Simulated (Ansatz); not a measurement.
# Ir under a change: Ir → Pt

Start from Ir in the fcc (Cu type) structure (space group Fm-3m, No. 225; a = 3.8305 Å).

One thing is altered: every Ir is replaced by Pt; the structure is relaxed again.

The values are results of PBEsol (Ansatz, an electronic-structure program), no spin-orbit coupling, not measurements. Γ-centred 20×20×20 mesh, Fermi–Dirac width 0.05 eV, for the changed cell.

| quantity | base | changed | shift |
|---|---|---|---|
| volume per atom | 14.05 Å³ | 15.04 Å³ | +0.99 Å³ |
| density | 22.72 g/cm³ | 21.54 g/cm³ | -1.18 g/cm³ |
| space group | Fm-3m (No. 225) | Fm-3m (No. 225) | – |
| band gap | zero | zero | – |

Final structure:

```
Pt
1.0
    0.00000     1.95913     1.95913
    1.95913     0.00000     1.95913
    1.95913     1.95913     0.00000
Pt
1
Direct
  0.00000   0.00000   0.00000
```

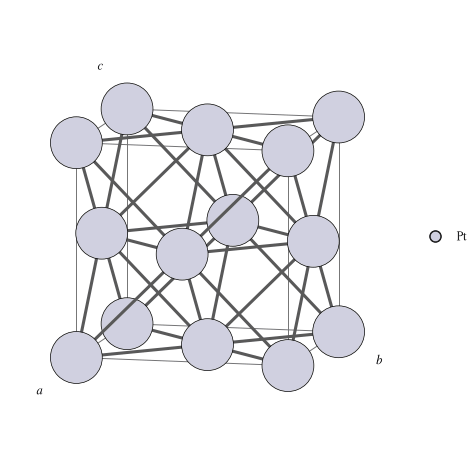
Figure: The relaxed conventional cell after the change

Cost of the whole job for the changed cell (relaxation, final SCF and bands): around 26 core-seconds (rough).

Stability against distortions was not tested. The final runs are not spin-polarised. Pt lies near a magnetic instability that expansion can trigger; it was not tested.
